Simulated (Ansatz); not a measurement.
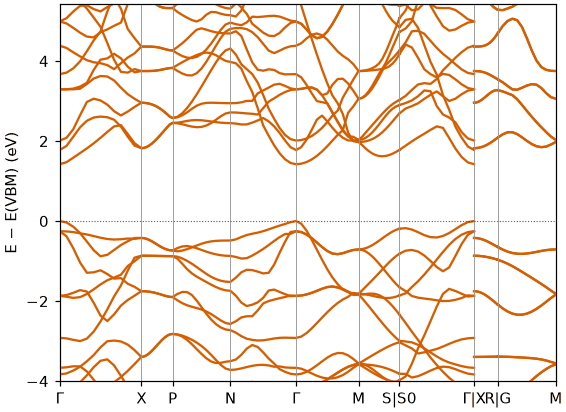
Figure: Band structure from the program Ansatz at the PBE level (PAW)

**Question.** Read off the gap and where the band edges lie.

**Answer.** About 1.4 eV (1.42 eV by a search for the band edges); maximum at Γ, minimum at Γ.

The material is CdSiP2 (chalcopyrite, I-42d).

Symmetry was held in the PBE relaxation. Scalar-relativistic: spin–orbit coupling is off unless named, which matters more the heavier the elements.

Potentials: the later of the program's two PAW sets.
